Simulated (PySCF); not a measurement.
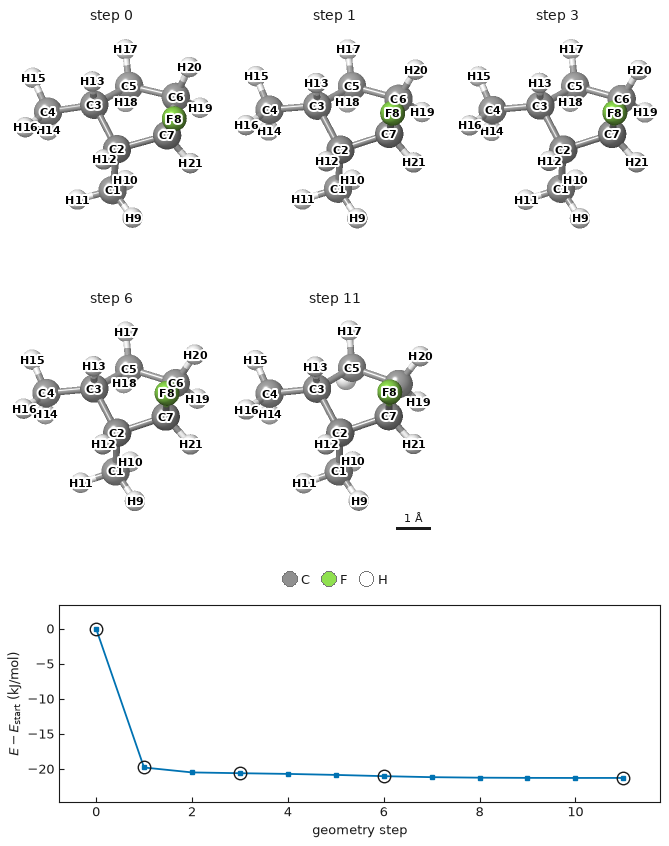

Frames of a relaxation of C₇H₁₃F, marked on the history of the run. A ball-and-stick model, seen at a tilt.

The start comes from GFN2-xTB. Its atoms were then displaced at random by about 0.01 Å.

Level of theory: PBE0-D3(BJ)/def2-SVP geometry optimisation, gas phase in PySCF 2.14.0, density-fitted response routines. 

What happens along the run?

H20 moves most after the best rigid fit: 0.37 Å. Largest moves by element: H 0.37 Å, F 0.36 Å, C 0.13 Å. Near-neighbour distances that change, for instance: C3–C4 1.490 → 1.517 Å, C1–H11 1.073 → 1.100 Å, C4–H16 1.079 → 1.101 Å, C4–H15 1.123 → 1.101 Å. Bond angles that change, for instance: H9–C1–H11 111.5° → 107.4°, C2–C1–H10 108.4° → 112.2°, H14–C4–H16 110.7° → 107.8°. Over 11 geometry steps the energy falls by 21.3 kJ/mol. The run took 5.1 min on 1 thread of Arm Neoverse N1, on a shared host. From step 0 to 1: F8 moves most (0.21 Å), energy −19.8 kJ/mol. From step 1 to 3: F8 moves most (0.03 Å), energy −0.81 kJ/mol. From step 3 to 6: H19 moves most (0.11 Å), energy −0.42 kJ/mol. From step 6 to 11: H atoms move most (0.12 Å), energy −0.25 kJ/mol.

```csv
step,"E − E(0), kJ/mol"
0,0.00
1,-19.80
2,-20.51
3,-20.62
4,-20.72
5,-20.86
6,-21.04
7,-21.18
8,-21.26
9,-21.28
10,-21.29
11,-21.29
```
